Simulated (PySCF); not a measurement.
**C$_{6}$H$_{14}$GeO$_{2}$: single-point calculation**

- system: C$_{6}$H$_{14}$GeO$_{2}$
- method: M06-2X/6-31G* single-point energy, gas phase (PySCF 2.14.0)

The geometry comes from this level: GFN2-xTB.

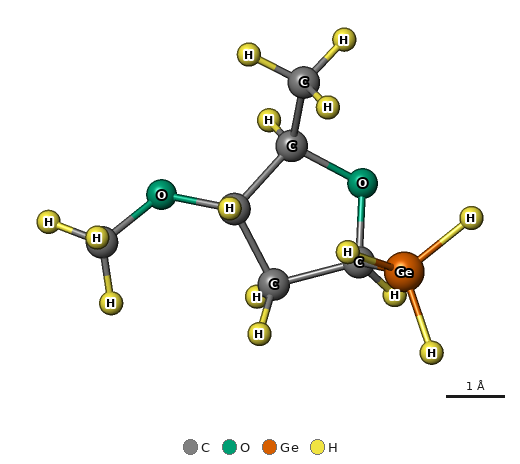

The structure (ball-and-stick view, seen at a tilt). Sticks mark near contacts. Bond lengths as drawn: C–C 1.52 to 1.54 Å, C–Ge 2.00 Å, C–H 1.09 to 1.10 Å, C–O 1.40 to 1.42 Å and Ge–H 1.49 to 1.50 Å.

### Key numbers

| quantity | value |
| --- | --- |
| outcome | converged |
| total energy | −2463.993573 hartree |
| HOMO | −7.92 eV |
| LUMO | 1.77 eV |
| dipole moment | 2.11 D |
| hardware | 1 CPU thread, shared host |
| wall time | 42 s |
| peak memory | 0.74 GiB |

### The input
```
{"job": {"xc": "M06-2X", "basis": "6-31G*", "kind": "sp"}, "charge": 0, "multiplicity": 1}
C     -2.612583    -1.403036     0.687502
O     -2.118055    -0.327749    -0.071683
C     -0.729027    -0.148719     0.027926
C      0.119761    -1.196755    -0.703693
C      1.337487    -0.374647    -1.091001
Ge     2.706489    -0.203307     0.360910
O      0.839535     0.913896    -1.415578
C     -0.341831     1.167700    -0.673209
C     -0.138638     2.320851     0.300870
H     -2.339976    -1.298067     1.745117
H     -3.695722    -1.374786     0.587680
H     -2.239558    -2.365336     0.320264
H     -0.433249    -0.110817     1.091347
H     -0.421601    -1.535265    -1.590199
H      0.375485    -2.054145    -0.080829
H      1.822548    -0.756841    -1.994414
H      2.105133    -0.127184     1.734435
H      3.654264    -1.367426     0.396902
H      3.500045     1.043809     0.160863
H     -1.137712     1.422570    -1.386126
H     -1.054460     2.496794     0.858390
H      0.670479     2.085068     0.992324
H      0.126432     3.220377    -0.247721
```

The first line tells a small driver script what to run in PySCF; the rest is the geometry in Å.

Run as:
```bash
OMP_NUM_THREADS=1 python <driver script> task.json out
```

### Output
```
coarse grid: 83464 points
cycle   1  E = -2463.8860740166  dE =  9.282e-01  |g| = 7.137e-01  |ddm| = 4.256e+00
cycle   2  E = -2463.8688885274  dE =  1.719e-02  |g| = 8.251e-01  |ddm| = 1.234e+00
cycle   3  E = -2463.9920036643  dE = -1.231e-01  |g| = 6.698e-02  |ddm| = 7.243e-01
cycle   4  E = -2463.9928270787  dE = -8.234e-04  |g| = 3.153e-02  |ddm| = 7.281e-02
cycle   5  E = -2463.9930397045  dE = -2.126e-04  |g| = 6.012e-03  |ddm| = 3.044e-02
cycle   6  E = -2463.9930466447  dE = -6.940e-06  |g| = 2.149e-03  |ddm| = 6.725e-03
final grid: 177912 points
cycle   7  E = -2463.9935714053  dE = -5.283e-06  |g| = 3.053e-03  |ddm| = 9.672e-03
cycle   8  E = -2463.9935708685  dE =  5.368e-07  |g| = 3.609e-03  |ddm| = 5.030e-03
cycle   9  E = -2463.9935732788  dE = -2.410e-06  |g| = 1.997e-04  |ddm| = 2.743e-03
cycle  10  E = -2463.9935732878  dE = -9.047e-09  |g| = 8.492e-05  |ddm| = 2.563e-04
cycle  11  E = -2463.9935732899  dE = -2.120e-09  |g| = 1.257e-05  |ddm| = 1.131e-04
cycle  12  E = -2463.9935732900  dE = -4.002e-11  |g| = 4.584e-06  |ddm| = 2.234e-05
```

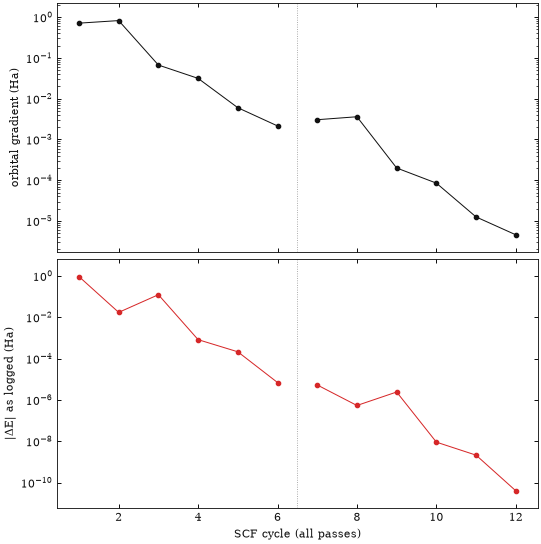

Convergence of the self-consistent field: orbital gradient and size of the energy change against the SCF cycle. The dotted line marks the change from a coarse to the final integration grid. The first 6 cycles use a coarse grid, the final grid takes over at cycle 7, and the field converges after 12 cycles in all.

```
converged SCF energy = -2463.9935732900
```
